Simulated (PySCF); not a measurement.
**Two runs on SiNH5Se**

System: SiNH5Se.
Method of run A: RKS PBE0-D4/def2-TZVPP, density fitting (PySCF 2.14.0).

The geometry comes from this level: PBE0-D4/def2-TZVP. Text and figures count atoms from 1; the logs count them from 0 in places.

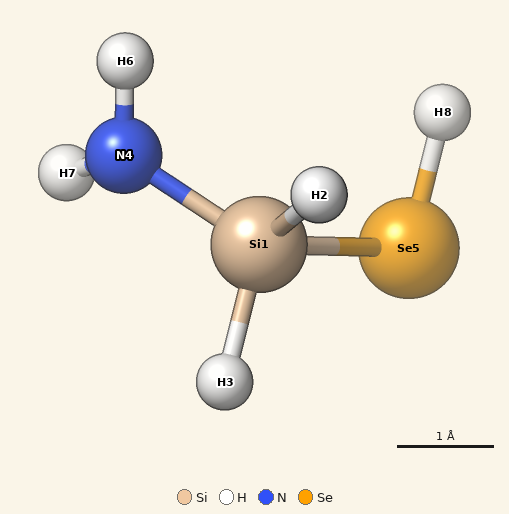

The structure (ball-and-stick view, seen at a tilt; atoms are numbered from 1 in the order of the input). Bond lengths as drawn: H–N 1.01 Å, H–Se 1.47 Å, H–Si 1.48 Å, N–Si 1.71 Å and Se–Si 2.29 Å.

### The input, run A
```python
import json, numpy as np
from pyscf import gto, scf, dft, mp, cc
EV, BOHR = 27.211386245988, 0.529177210903
mol = gto.M(atom="""
Si -0.333718 0.546656 0.315377
H -1.093155 -0.720356 0.197329
H -1.081948 1.705659 -0.226501
N -0.047215 0.775720 1.986538
Se 1.481483 0.471329 -1.083122
H 0.154791 -0.023852 2.565300
H 0.456156 1.587736 2.307755
H 1.972727 -0.795838 -0.525614
""", basis="def2-tzvpp", charge=0, spin=0, max_memory=8670, verbose=0)
def mean_field(mol, dm=None):
    mf = dft.RKS(mol, xc="pbe0").density_fit()
    mf.conv_tol = 1e-9; mf.grids.level = 4
    mf.kernel(dm0=dm)
    if not mf.converged: mf = mf.newton().run(mf.mo_coeff, mf.mo_occ)
    assert mf.converged
    return mf
def d4(mol):
    from pyscf.dispersion.dftd4 import DFTD4Dispersion
    real = gto.M(atom=[(mol.atom_pure_symbol(i), mol.atom_coord(i)) for i in range(8)], unit='B', charge=mol.charge, spin=None, basis='def2-svp', verbose=0)
    r = DFTD4Dispersion(real, xc="pbe0", atm=True).get_dispersion(grad=True); return r["energy"], r["gradient"]
def energy_and_gradient(mol, dm=None):
    mf = mean_field(mol, dm); e, g = d4(mol)
    return mf, (mf.e_tot + e) * EV, (mf.nuc_grad_method().kernel()[:8] + g) * EV / BOHR
out = {}
mf = mean_field(mol); e = d4(mol)[0]
out.update(energy=(mf.e_tot + e) * EV, converged=True, dispersion=e * EV)
out['s2'] = mf.spin_square()[0]; out['nelec'] = mol.nelec
print(f"Total energy {out['energy']:.6f} eV, <S^2> {out['s2']:.4f}")
json.dump(out, open("out.json", "w"), default=float)
```

Launched with:
```bash
OMP_NUM_THREADS=4 python run.py
```

Hardware: 4 threads of Arm Neoverse V1, 23 GiB of memory available, shared host.

### Output (run A)
```
Total energy -74788.533263 eV, <S^2> 0.0000
```

The input of run B differs as follows (lines with − go, lines with + come):
```diff
-    mf = dft.RKS(mol, xc="pbe0").density_fit()
+    mf = dft.RKS(mol, xc="pbe").density_fit()
-    r = DFTD4Dispersion(real, xc="pbe0", atm=True).get_dispersion(grad=True); return r["energy"], r["gradient"]
+    r = DFTD4Dispersion(real, xc="pbe", atm=True).get_dispersion(grad=True); return r["energy"], r["gradient"]
```

How does run B compare with run A?

The total energies belong to different models, so their difference says nothing on which is more stable or more accurate. The functional changes from PBE0 to PBE.

### Output (run B)
```
Total energy -74785.479001 eV, <S^2> 0.0000
```

### The two runs side by side

```tsv
quantity	run A	run B
outcome	converged	converged
total energy (hartree)	−2748.427904	−2748.315662
basis functions	191	191
wall time (shared host)	9.7 s	11 s
```
